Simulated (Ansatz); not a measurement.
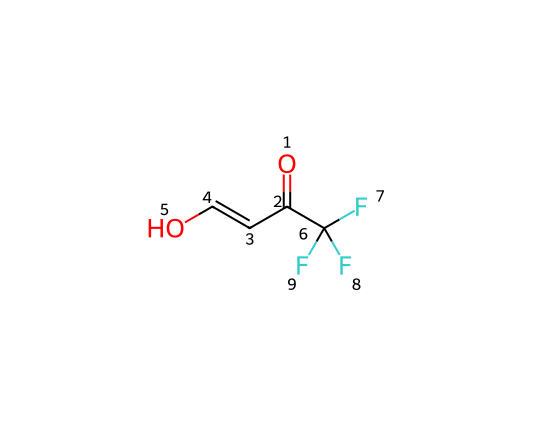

A structural formula, with wedges where it has stereocentres; small numbers name the atoms. The configuration is that of a computed structure (PBE0-D4/def2-TZVP).

Give the R/S and E/Z labels.

C3=C4: E.

Write the isomeric SMILES.

O=C(/C=C/O)C(F)(F)F
